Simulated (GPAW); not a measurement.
# YHSe (P-6m2): G0W0 on several meshes in GPAW

Wanted: mesh dependence and cost of G0W0 for YHSe (P-6m2).

Main program and level: GPAW 26.7.0; LDA and many-body steps on it, plane waves.

### 1. The starting structure

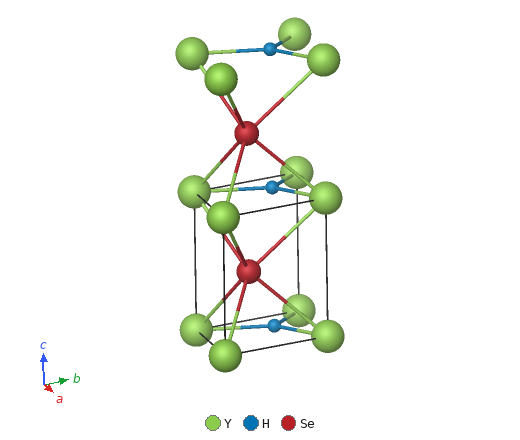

The starting structure, seen slightly off an axis (yttrium green, hydrogen blue, selenium red). 1×1×2 cells are drawn. Some periodic images of atoms are drawn too.

Structure file:

```xyz
3
Lattice="3.8409 0.0000 0.0000 -1.9205 3.3263 0.0000 0.0000 0.0000 3.9155" Properties=species:S:1:pos:R:3 pbc="T T T"
Y     0.0000    0.0000    0.0000
H     0.0000    2.2176    0.0000
Se    1.9205    1.1088    1.9578
```

The cell and positions are those that the Materials Project relaxed with its own functionals (PBE, PBE+U or r2SCAN), kept fixed.

### 2. Empty states on the mesh, 3×3×4 mesh, 331 bands

This step: GPAW 26.7.0; DFT, LDA, plane waves, PAW.

The sums over transitions need many empty states on a uniform mesh; this step solves for them.

Contents of run.py:

```python
import json
import numpy as np
from gpaw.mpi import world
from gpaw import GPAW

calc = GPAW('gs.gpw').fixed_density(kpts={'size': (3, 3, 4), 'gamma': True},
    parallel={'domain': 1, 'band': 1},
    txt='nscf.txt')
calc.diagonalize_full_hamiltonian(nbands=331)
calc.write('full.gpw', mode='all')
res = {}
kpts = calc.get_ibz_k_points()
res['kpts'] = kpts
res['eigenvalues'] = [calc.get_eigenvalues(kpt=k) for k in range(len(kpts))]
res['n_electrons'] = calc.get_number_of_electrons()

if world.rank == 0:
    with open('result.json', 'w') as f:
        json.dump(res, f, default=lambda x: x.tolist())
```

The run is started by

```
mpirun -n 4 gpaw python run.py
```

Numbers of over 12 decimals in the logs are rounded to 6 here.

What it wrote:

```text
Diagonalizing LCAO Hamiltonian
Converting LCAO to pw mode
convergence criteria:
- Maximum integral of absolute [eigenst]ate change: 4e-08 eV^2 / valence electron
maximum number of iterations: 100

SCF iterations
|iter     |     time |      energy | eigst |  dens |
|iter:   1|  |             | +0.39 |       |
|iter:   2|  |             | -1.13 |       |
|iter:   3|  |             | -2.46 |       |
[...]
|iter:   7|  |             | -6.20 |       |
|iter:   8|  |             | -6.96 |       |
|iter:   9|  |             | -7.66c|       |
SCF steps: 9
  __  _  _
 | _ |_)|_||  |
 |__||  | ||/\| - 26.7.0

Input parameters:
  mode=PW(ecut=600.0),
  convergence={'density': 1e-06, 'bands': -3},
  gpts=array([24, 24, 24]),
  kpts=MonkhorstPack(size=(3, 3, 4), gamma=True),
  maxiter=100,
  nbands=16,
  occupations=Occupations(name='fermi-dirac', width=0.001, fixmagmom=False),
  parallel={'domain': 1, 'band': 1},
  xc=XC(name='LDA')
Matrix size: 1677x1677
# Writing to full.gpw (mode='all')
  [... matrices ...]

timing:  # [seconds]
  Total: 15.217  # ━━━━━━━━━━━━━━━━━━━━━━━━━━━━━━━━━━━━━━━━━━━━━━━━━━━━━━━━━━
```

Elapsed: 19 s, on 4 MPI ranks of Arm Neoverse V1, shared host; peak memory 1.6 GiB.

This step gave:

```yaml
gap: 1.369 eV
k_of_the_valence_top: 0, 0, 0.5
k_of_the_conduction_bottom: 0, 0, 0
least_direct_gap: 1.745 eV
k_points_computed: 9
lowest_point_of_the_top_converged_band_above_the_valence_top: 182.2117 eV
```

On this mesh the gap is 1.369 eV.

### 3. 3×3×4

Now the one-shot GW correction: screening in the RPA, then the self-energy of the levels asked for.

This step: G0W0 on LDA, plane waves, PAW.

Contents of run.py:

```python
import json
import numpy as np
from gpaw.mpi import world
from gpaw.response.g0w0 import G0W0

gw = G0W0('full.gpw',
    filename='gw',
    kpts=[0, 2],
    bands=(7, 11),
    ecut=60,
    nbands=52,
    integrate_gamma='WS',
    ppa=True)
gw.calculate()
res = {mode: {k: v for k, v in r.items() if k != 'sigma_eskwn'}
       for mode, r in gw.all_results.items()}

if world.rank == 0:
    with open('result.json', 'w') as f:
        json.dump(res, f, default=lambda x: x.tolist())
```

The run is started by

```
mpirun -n 4 gpaw python run.py
```

What it wrote:

```text
Using integrator: PointIntegrator
FrequencyGridDescriptor(from 0.000+0.000j to 0.000+27.211j eV, 2 points)
Nonperiodic BCs:  [False False False]
Using integrator: PointIntegrator
FrequencyGridDescriptor(from 0.000+0.000j to 0.000+27.211j eV, 2 points)
Nonperiodic BCs:  [False False False]
  ___  _ _ _
 |   || | | |
 | | || | | |
 |__ ||_____|
 |___|

BZ k-points: Symmetries present (total): 12

  [... matrices ...]
36 k-points: 3 x 3 x 4 Monkhorst-Pack grid + [0.000000,0.000000,1/8]
9 k-points in the irreducible part of the Brillouin zone
       k-points in crystal coordinates                weights
   0:     0.00000000    0.00000000    0.00000000          1/36
   1:     0.00000000    0.00000000    0.25000000          2/36
   2:     0.00000000    0.00000000    0.50000000          1/36
   3:     0.33333333    0.00000000    0.00000000          6/36
   4:     0.33333333    0.00000000    0.25000000         12/36
   5:     0.33333333    0.00000000    0.50000000          6/36
   6:     0.33333333    0.33333333    0.00000000          2/36
   7:     0.33333333    0.33333333    0.25000000          4/36
   8:     0.33333333    0.33333333    0.50000000          2/36

Distributing spins, k-points and bands (1 x 2 x 4) over 4 processes
Number of blocks: 1

Quasi particle states:
k-points (IBZ indices): [0, 2]
Band range: (7, 11)
  [... matrices ...]
Computational parameters:
Plane wave cut-off: 60 eV
Number of bands: 52
Coulomb cutoff: None
Broadening: 0.1 eV

fxc modes: GW
Kernel: RPA
Using Godby-Needs plasmon-pole approximation:
  Fitting energy: i*E0, E0 = 1.000 Hartree
Summing all q:

Calculating screened Coulomb potential
No Coulomb truncation
FrequencyGridDescriptor(from 0.000+0.000j to 0.000+27.211j eV, 2 points)
Removing empty qpoint cache files...

Calculating chi0 body with:
    Ground state adapter containing:
    Number of spins: 1
    Number of kpoints: 36
    Number of irreducible kpoints: 9
    Number of completely occupied states: 9
    Number of partially occupied states: 9
    Occupied states memory: 1.8984375 M / cpu

    Linear response parametrization:
    q_c: [0.0, 0.0, 0.0]
    Number of frequency points: 2
    Planewave cutoff: 60.0
    Number of bands: 52
    Number of planewaves: 59
    Broadening (eta): 1e-06
    comm.size: 4
    kncomm.size: 4
    blockcomm.size: 1

    Memory estimate of potentially large arrays:
        chi0_wGG: 0.106232 M / cpu
Integrating chi0 body.

Symmetries of q_c:
    Direct symmetries (Uq -> q): 12
    Indirect symmetries (TUq -> q): 12
In total 24 allowed symmetries.

  [... matrices ...]
9 groups of equivalent kpoints. 75.0% reduction.

Integral kind: response function
Integrating chi0 head and wings.

Symmetries of q_c:
    Direct symmetries (Uq -> q): 12
    Indirect symmetries (TUq -> q): 12
In total 24 allowed symmetries.

  [... matrices ...]
9 groups of equivalent kpoints. 75.0% reduction.

Integral kind: response function wings

Calculating chi0 body with:
    Ground state adapter containing:
    Number of spins: 1
    Number of kpoints: 36
    Number of irreducible kpoints: 9
    Number of completely occupied states: 9
    Number of partially occupied states: 9
    Occupied states memory: 1.8984375 M / cpu

    Linear response parametrization:
[... the further q-points ...]

Results:
f:      Occupation numbers
eps:     KS-eigenvalues [eV]
vxc:     KS vxc [eV]
exx:     Exact exchange [eV]
sigma:   Self-energies [eV]
dsigma:  Self-energy derivatives
Z:       Renormalization factors
qp:      QP-energies [eV]

k-point 0 (0): (0.000, 0.000, 0.000)                GW
band       f     eps     vxc     exx   sigma  dsigma       Z      qp
                                                                   GW
   7   1.000   5.377 -14.647 -16.683   2.102  -0.252   0.799   5.430
   8   1.000   5.377 -14.647 -16.683   2.102  -0.252   0.799   5.430
   9   0.000   8.301 -12.616  -7.790  -3.773  -0.231   0.813   9.156
  10   0.000  10.674 -15.340  -9.691  -4.095  -0.250   0.800  11.918

k-point 1 (2): (0.000, 0.000, 0.500)                GW
band       f     eps     vxc     exx   sigma  dsigma       Z      qp
                                                                   GW
   7   1.000   5.793 -15.227 -17.283   2.136  -0.249   0.801   5.858
   8   1.000   6.932 -14.069 -16.057   1.904  -0.246   0.803   6.865
   9   0.000   8.677 -13.782  -8.519  -3.848  -0.236   0.809   9.821
  10   0.000   8.677 -13.782  -8.519  -3.848  -0.236   0.809   9.821
```

It took 12 s on 4 MPI ranks; peak memory 1.1 GiB.

This step gave:

```
G0W0 gap on the points computed              : 2.291 eV
least direct G0W0 gap on the computed points : 2.956 eV
Z at the valence top                         : 0.8027
Z at the conduction bottom                   : 0.8127
starting gap on the mesh                     : 1.369 eV
k of the valence top                         : 0, 0, 0.5
k of the conduction bottom                   : 0, 0, 0
```

The gap on the mesh goes from 1.37 eV to 2.29 eV, a correction of +0.92 eV.

### 4. Empty states on the mesh, 6×6×6 mesh, 62 bands

This step: DFT, LDA, plane waves, PAW.

Contents of run.py:

```python
import json
import numpy as np
from gpaw.mpi import world
from gpaw import GPAW

calc = GPAW('gs.gpw').fixed_density(kpts={'size': (6, 6, 6), 'gamma': True},
    nbands=72,
    convergence={'bands': 62},
    txt='nscf.txt')
calc.write('full.gpw', mode='all')
res = {}
kpts = calc.get_ibz_k_points()
res['kpts'] = kpts
res['eigenvalues'] = [calc.get_eigenvalues(kpt=k) for k in range(len(kpts))]
res['n_electrons'] = calc.get_number_of_electrons()

if world.rank == 0:
    with open('result.json', 'w') as f:
        json.dump(res, f, default=lambda x: x.tolist())
```

The run is started by

```
mpirun -n 4 gpaw python run.py
```

What it wrote:

```text
Diagonalizing LCAO Hamiltonian
Converting LCAO to pw mode
convergence criteria:
- Maximum integral of absolute [eigenst]ate change: 4e-08 eV^2 / valence electron
maximum number of iterations: 100

SCF iterations
|iter     |     time |      energy | eigst |  dens |
|iter:   1|  |             | +4.04 |       |
|iter:   2|  |             | +2.72 |       |
|iter:   3|  |             | +1.37 |       |
[...]
|iter:  13|  |             | -6.94 |       |
|iter:  14|  |             | -7.39 |       |
|iter:  15|  |             | -7.81c|       |
SCF steps: 15
  __  _  _
 | _ |_)|_||  |
 |__||  | ||/\| - 26.7.0

Input parameters:
  mode=PW(ecut=600.0),
  convergence={'bands': 62},
  gpts=array([24, 24, 24]),
  kpts=MonkhorstPack(size=(6, 6, 6), gamma=True),
  maxiter=100,
  nbands=72,
  occupations=Occupations(name='fermi-dirac', width=0.001, fixmagmom=False),
  parallel={},
  xc=XC(name='LDA')
# Writing to full.gpw (mode='all')
  [... matrices ...]

timing:  # [seconds]
  Total: 0.043  # ━━━━━━━━━━━━━━━━━━━━━━━━━━━━━━━━━━━━━━━━━━━━━━━━━━━━━━━━━━━
```

Wall time 27 s (4 MPI ranks); peak memory 0.77 GiB; 1.8 min of CPU time.

This step gave:

| Quantity | Value |
| --- | --- |
| gap | 1.369 eV |
| k of the valence top | 0, 0, 0.5 |
| k of the conduction bottom | 0, 0, 0 |
| least direct gap | 1.745 eV |
| k points computed | 28 |
| lowest point of the top converged band, above the valence top | 46.71 eV |

On this mesh the gap is 1.369 eV.

### 5. 6×6×6

This step: G0W0 on LDA, plane waves, PAW.

Contents of run.py:

```python
import json
import numpy as np
from gpaw.mpi import world
from gpaw.response.g0w0 import G0W0

gw = G0W0('full.gpw',
    filename='gw',
    kpts=[0, 3],
    bands=(7, 11),
    ecut=60,
    nbands=52,
    integrate_gamma='WS',
    ppa=True)
gw.calculate()
res = {mode: {k: v for k, v in r.items() if k != 'sigma_eskwn'}
       for mode, r in gw.all_results.items()}

if world.rank == 0:
    with open('result.json', 'w') as f:
        json.dump(res, f, default=lambda x: x.tolist())
```

The run is started by

```
mpirun -n 4 gpaw python run.py
```

What it wrote:

```text
Using integrator: PointIntegrator
FrequencyGridDescriptor(from 0.000+0.000j to 0.000+27.211j eV, 2 points)
Nonperiodic BCs:  [False False False]
Using integrator: PointIntegrator
FrequencyGridDescriptor(from 0.000+0.000j to 0.000+27.211j eV, 2 points)
Nonperiodic BCs:  [False False False]
  ___  _ _ _
 |   || | | |
 | | || | | |
 |__ ||_____|
 |___|

BZ k-points: Symmetries present (total): 12

  [... matrices ...]
216 k-points: 6 x 6 x 6 Monkhorst-Pack grid + [1/12,1/12,1/12]
28 k-points in the irreducible part of the Brillouin zone
       k-points in crystal coordinates                weights
   0:     0.00000000    0.00000000    0.00000000          1/216
   1:     0.00000000    0.00000000    0.16666667          2/216
   2:     0.00000000    0.00000000    0.33333333          2/216
[...]
9:     0.33333333   -0.16666667    0.16666667         12/216
          ...
  27:     0.50000000    0.50000000    0.50000000          3/216

Distributing spins, k-points and bands (1 x 2 x 4) over 4 processes
Number of blocks: 1

Quasi particle states:
k-points (IBZ indices): [0, 3]
Band range: (7, 11)
  [... matrices ...]
Computational parameters:
Plane wave cut-off: 60 eV
Number of bands: 52
Coulomb cutoff: None
Broadening: 0.1 eV

fxc modes: GW
Kernel: RPA
Using Godby-Needs plasmon-pole approximation:
  Fitting energy: i*E0, E0 = 1.000 Hartree
Summing all q:

Calculating screened Coulomb potential
No Coulomb truncation
FrequencyGridDescriptor(from 0.000+0.000j to 0.000+27.211j eV, 2 points)
Removing empty qpoint cache files...

Calculating chi0 body with:
    Ground state adapter containing:
    Number of spins: 1
    Number of kpoints: 216
    Number of irreducible kpoints: 28
    Number of completely occupied states: 9
[...]
q_c: [1.3877787807814457e-17, 1.3877787807814457e-17, 1.3877787807814457e-17]
    Number of frequency points: 2
    Planewave cutoff: 60.0
    Number of bands: 52
    Number of planewaves: 59
    Broadening (eta): 1e-06
    comm.size: 4
    kncomm.size: 4
    blockcomm.size: 1

    Memory estimate of potentially large arrays:
        chi0_wGG: 0.106232 M / cpu
Integrating chi0 body.

Symmetries of q_c:
    Direct symmetries (Uq -> q): 12
    Indirect symmetries (TUq -> q): 12
In total 24 allowed symmetries.

  [... matrices ...]
28 groups of equivalent kpoints. 87.037037% reduction.

Integral kind: response function
Integrating chi0 head and wings.

Symmetries of q_c:
    Direct symmetries (Uq -> q): 12
    Indirect symmetries (TUq -> q): 12
In total 24 allowed symmetries.

  [... matrices ...]
28 groups of equivalent kpoints. 87.037037% reduction.

Integral kind: response function wings

Calculating chi0 body with:
    Ground state adapter containing:
    Number of spins: 1
    Number of kpoints: 216
    Number of irreducible kpoints: 28
    Number of completely occupied states: 9
    Number of partially occupied states: 9
[... the further q-points ...]

Results:
f:      Occupation numbers
eps:     KS-eigenvalues [eV]
vxc:     KS vxc [eV]
exx:     Exact exchange [eV]
sigma:   Self-energies [eV]
dsigma:  Self-energy derivatives
Z:       Renormalization factors
qp:      QP-energies [eV]

k-point 0 (0): (0.000, 0.000, 0.000)                GW
band       f     eps     vxc     exx   sigma  dsigma       Z      qp
                                                                   GW
   7   1.000   5.377 -14.647 -16.516   1.920  -0.249   0.801   5.418
   8   1.000   5.377 -14.647 -16.516   1.920  -0.249   0.801   5.418
   9   0.000   8.301 -12.616  -8.071  -3.496  -0.226   0.816   9.157
[...]
k-point 1 (3): (0.000, 0.000, 0.500)                GW
band       f     eps     vxc     exx   sigma  dsigma       Z      qp
                                                                   GW
[...]
9   0.000   8.677 -13.782  -8.660  -3.688  -0.233   0.811   9.839
  10   0.000   8.677 -13.782  -8.660  -3.688  -0.233   0.811   9.839
```

Elapsed: 96 s, on 4 MPI ranks; peak memory 1.6 GiB.

This step gave:

```
G0W0 gap on the points computed              : 2.278 eV
least direct G0W0 gap on the computed points : 2.961 eV
Z at the valence top                         : 0.8053
Z at the conduction bottom                   : 0.8159
starting gap on the mesh                     : 1.369 eV
k of the valence top                         : 0, 0, 0.5
k of the conduction bottom                   : 0, 0, 0
```

Against G0W0 in GPAW (3×3×4 mesh, 52 bands, screening to 60 eV, Godby-Needs plasmon pole), the gap moves by −0.013 eV.

### 6. The runs together

Times are wall times on 4 MPI ranks of Arm Neoverse V1, shared host, good to a factor of about two.

```
  run   mesh  bands  screening cutoff (eV)  DFT gap (eV)  gap on the mesh (eV)  direct (eV)  time
3×3×4  3×3×4     52                     60         1.369                 2.291        2.956  12 s
6×6×6  6×6×6     52                     60         1.369                 2.278        2.961  96 s
```

### 7. Summary of results

| Item | Value |
| --- | --- |
| 3×3×4 | 2.291 eV |
| 6×6×6 | 2.278 eV |
| known limits | not at the basis limit; no spin-orbit coupling; coarse k mesh |

6×6×6: −0.013 eV against 3×3×4. Bands and cutoff are finite, so the gap is not at the basis limit. The miss can reach some tenths of an eV and take either sign; the mesh is an error of its own. These stock PAW sets were not made for GW; the filled d or f shell of Se lies in the frozen core, which bears on start and correction. In the G0W0 runs levels were corrected at 2 k points alone, so a gap called «on the mesh» is the least over those, and an edge elsewhere would be missed. The 3×3×4 mesh is coarse for this cell, which bears on the long-range parts of exchange and screening. The many-body steps are scalar-relativistic: spin-orbit coupling is not in them.

[Paths, hosts, dates, memory and timing lines, banners, echoed tables and standing remarks are left out of the program output.]

[Logs are printed without paths, hosts, clocks, repeated set-up lines and the standing remarks that a program may print on its own settings, such as how far it seeks lower states.]

[Runs of the session that timed out or met a known fault of the program may be left out.]

[Hosts, paths, dates, database ids (printed as entryN), source tags and the programs' standing remarks are cut or masked in the printed files.]
